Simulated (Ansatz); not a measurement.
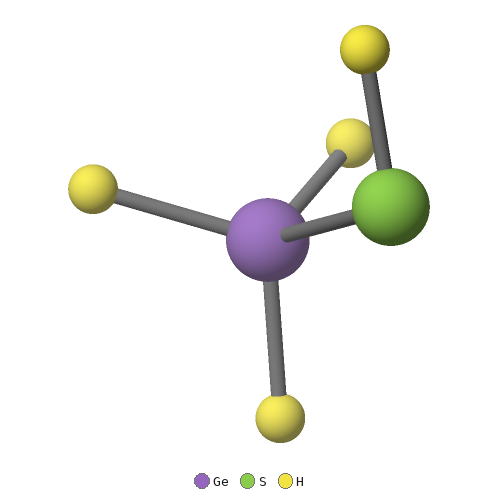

A ball-and-stick model of a molecule.

Question: Give the formula.

Answer: GeH₄S, 6 atoms: 1 germanium, 4 hydrogen and 1 sulfur.

Question: How many bonds of each kind are drawn?

Answer: 3 Ge–H, 1 Ge–S, 1 S–H. Sticks follow a distance rule.

Question: Which point group does it belong to?

Answer: Cs.

Question: How many atoms are distinct by symmetry?

Answer: 5: 1 Ge, 1 S, 2 H, 1 H, 1 H.

The parts below concern this one geometry. Atoms keep their numbers from picture to picture. Computed geometry: PBE0-D4/def2-TZVP optimisation.

**Geometry**

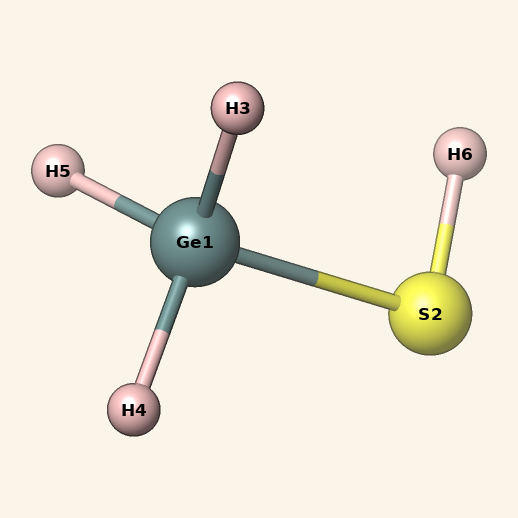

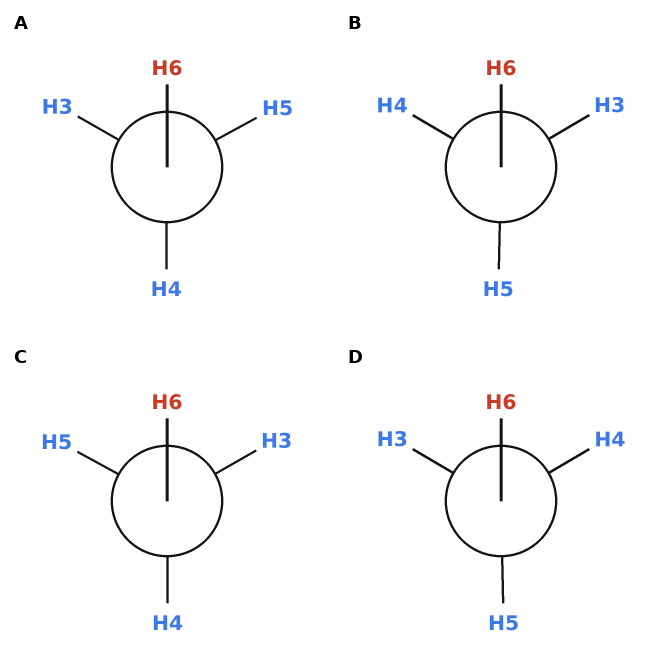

Atoms fade into the background with distance from the viewer. Bonds that would overlap in a projection are set slightly apart.

Question: Which Newman projection shows the view along S2–Ge1, with S2 in front?

Answer: A. The torsion angle H6–S2–Ge1–H3 is −60°, synclinal (gauche).

**Vibrations**

Harmonic vibrations computed with RKS PBE0-D4/def2-TZVP (Ansatz 0.2.0) at a stationary point of the same level.

Question: How many vibrational modes are there, and where do they lie?

Answer: 12 modes: 158, 410, 507, 569, 783, 836, 869, 885, 2156, 2157, 2183, 2715 cm⁻¹.

**Dipole moment**

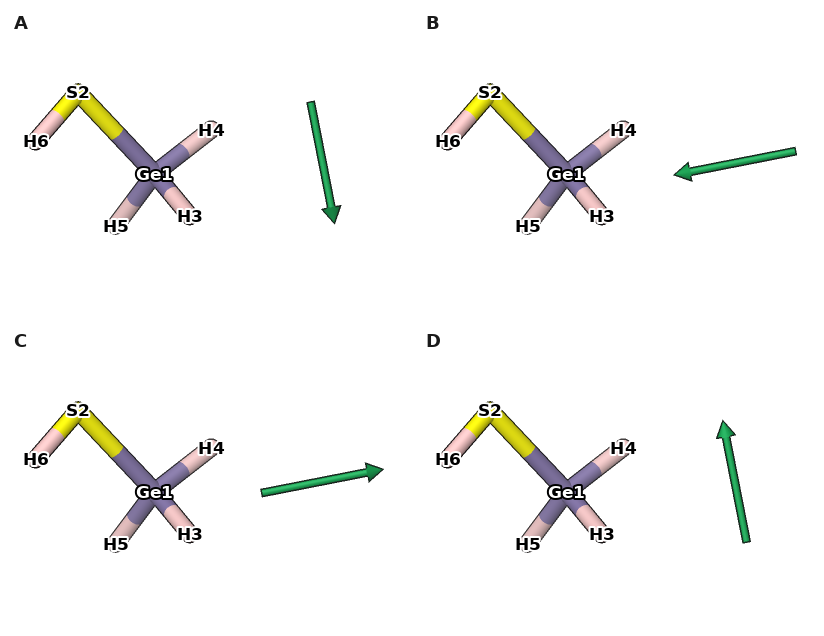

The same molecule four times, each with an arrow. Level of theory: RKS PBE0-D4/def2-TZVP (Ansatz 0.2.0).

Question: Which arrow points along the dipole moment, from the negative to the positive end?

Answer: A. The dipole moment is 1.31 D; it points from the side of S2 to the side of H3, H5 (the outermost atoms at the two ends).

**Thermal motion**

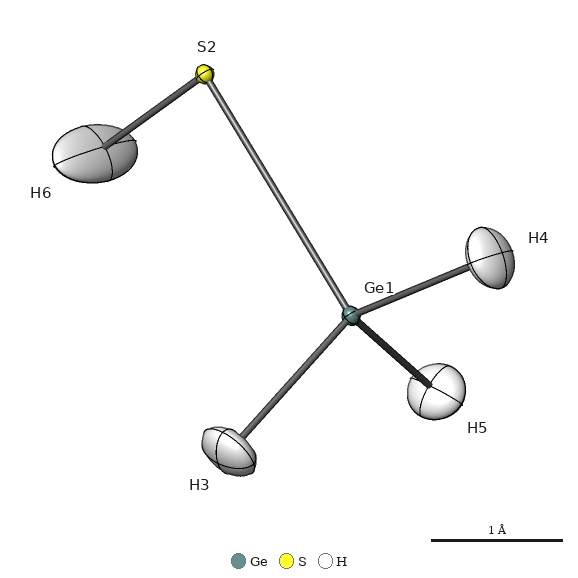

Displacement ellipsoids at the 50 % level, from the internal vibrations of the free molecule (harmonic, no overall translation or rotation; no half-axis is drawn under 0.075 Å). Vibrations computed with RKS PBE0-D4/def2-TZVP (Ansatz 0.2.0). Temperature: 100 K.

Question: Which atom has the largest mean-square displacement?

Answer: H6, with U_eq = 0.0425 Å².

Question: Does H6 move more along its bond or across it?

Answer: Across it: the root-mean-square amplitude is 0.077 Å along the bond and up to 0.314 Å across, since bending and torsion are softer than stretching.

Give the displacement parameters, one line for each set of equivalent atoms.

| atom | U_eq (Å²) | rms amplitudes (Å) |
| --- | --- | --- |
| Ge1 | 0.00007 | 0.004, 0.005, 0.013 |
| S2 | 0.00035 | 0.006, 0.011, 0.030 |
| H3, H5 | 0.0184 | 0.088, 0.145, 0.163 |
| H4 | 0.0185 | 0.087, 0.150, 0.159 |
| H6 | 0.0425 | 0.077, 0.153, 0.314 |

**Charges**

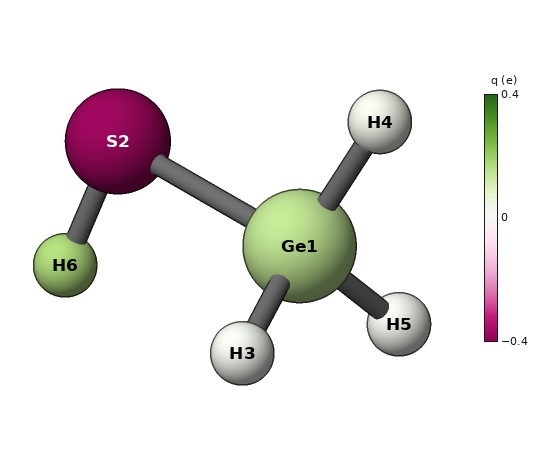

Atoms are coloured by their Mulliken charges. Properties computed with RKS PBE0-D4/def2-TZVP (Ansatz 0.2.0).

Question: Which atom carries the highest charge (most positive or least negative)?

Answer: H6 (0.17 e).

Question: And the lowest?

Answer: S2 (−0.38 e).

Give the Mulliken charges atom by atom.

| atom | value (e) |
| --- | --- |
| Ge1 | 0.14 |
| S2 | −0.38 |
| H3 | 0.02 |
| H4 | 0.03 |
| H5 | 0.02 |
| H6 | 0.17 |

Mulliken values depend strongly on the basis set and can even reverse the polarity of a bond.
